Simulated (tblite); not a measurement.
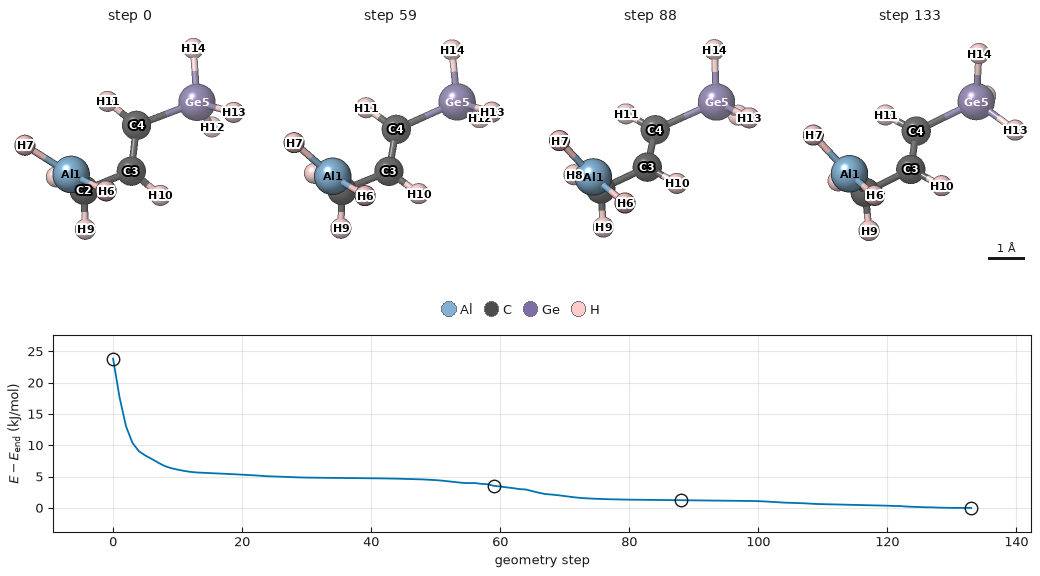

Frames of a relaxation of C$_{3}$H$_{9}$AlGe, marked on the history of the run. The picture is a ball-and-stick view, seen from a free direction.

Computed with GFN2-xTB geometry optimisation, gas phase (tblite). 

Q: Describe the path.

A: Over 133 geometry steps the energy falls by 23.8 kJ/mol. The atom that moves furthest after the best rigid fit is H12 (0.93 Å). Largest moves by element: H 0.93 Å, C 0.34 Å, Ge 0.08 Å, Al 0.07 Å. Among the contacts that change: Ge5–H14 1.561 → 1.497 Å, Ge5–H13 1.553 → 1.494 Å, Ge5–H12 1.550 → 1.497 Å, Al1–H6 1.595 → 1.547 Å. Bond angles that change, for instance: C2–C3–C4 120.3° → 125.8°, H6–Al1–H7 119.7° → 114.8°, Al1–C2–C3 111.0° → 106.5°. Groups turn about C4–Ge5 by about 65°, C2–C3 by about 30°. From step 0 to 59: H11 moves most (0.58 Å), energy −20.3 kJ/mol. From step 59 to 88: H10 moves most (0.48 Å), energy −2.31 kJ/mol. From step 88 to 133: H atoms move most (0.69 Å), energy −1.22 kJ/mol.

| step | E − E(0), kJ/mol |
| --- | --- |
| 0 | 0.00 |
| 1 | -6.19 |
| 2 | -10.80 |
| 3 | -13.44 |
| 4 | -14.79 |
| 5 | -15.47 |
| 6 | -16.02 |
| 7 | -16.62 |
| 8 | -17.15 |
| 9 | -17.49 |
| 10 | -17.72 |
| 16 | -18.32 |
| 23 | -18.72 |
| 29 | -18.97 |
| 36 | -19.05 |
| 42 | -19.13 |
| 49 | -19.33 |
| 55 | -19.88 |
| 62 | -20.67 |
| 68 | -21.70 |
| 75 | -22.38 |
| 81 | -22.53 |
| 88 | -22.61 |
| 94 | -22.65 |
| 101 | -22.80 |
| 107 | -23.09 |
| 114 | -23.32 |
| 120 | -23.48 |
| 127 | -23.75 |
| 133 | -23.84 |
